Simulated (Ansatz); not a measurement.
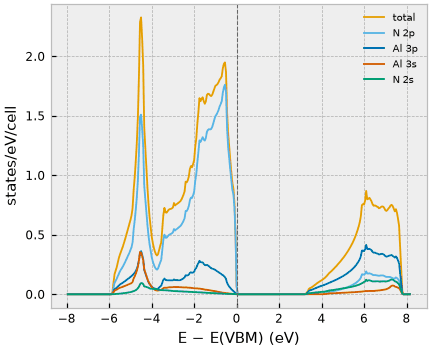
Figure. Total and projected density of states of AlN (zinc blende, F-43m), plane-wave PAW PBEsol (Ansatz code)

Question: Which orbitals carry the states next to the gap?

Answer: Top 1 eV of the valence band: N 2p 90 %, Al 3p 8 %. Bottom 1 eV of the conduction band: Al 3p 61 %, N 2s 17 %, N 2p 7 %, outside the projected shells 14 %. Projections are on Löwdin-orthogonalised atomic valence shells; empty p or d shells of many metals are not among them.

Question: Where is the tallest occupied peak in this window, and what makes it?

Answer: Near -4.5 eV, about 2.3 states/eV per cell; the largest projected share is N 2p.

Symmetry was held in the PBEsol relaxation.

Potentials: the earlier of the program's two PAW sets. The files were generated under PBE; for other functionals the program regenerates the frozen cores, and for LDA and PBEsol the local potential too.
